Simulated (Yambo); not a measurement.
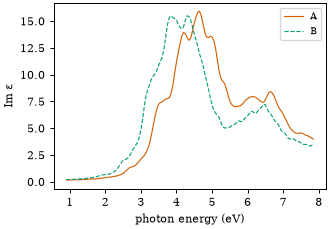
Fig. 1. Two computed absorption spectra of HgS (space group P3_221, No. 154) (Yambo, PBEsol bands with the same scissor, field along x)

Axes are Cartesian, with cell vectors (Å) (4.16, 0.00, 0.00), (-2.08, 3.60, 0.00), (0.00, 0.00, 9.50).

### Question
Which curve includes the electron-hole attraction (BSE)?

### Answer
Curve B: the attraction moves weight to lower energy (centre of the plotted range 4.8 eV against 5.2 eV). Settings: 6×6×2 mesh, 13 valence and 9 conduction bands, static screening with 100 bands and a 3 Ry block, scissor 0.84 eV, Tamm-Dancoff. The scissor comes from a G0W0 run whose convergence isn't established. Broadening 0.15 eV. The band window holds all transitions up to 8.0 eV. On this mesh the peak heights and the fine structure are mesh artefacts; only the shift of weight is robust.

Spin-orbit coupling is not included.

Geometry relaxed with PBE+D3(BJ); primitive cell a = b = 4.1611 Å, c = 9.5046 Å, α = β = 90.00°, γ = 120.00°.
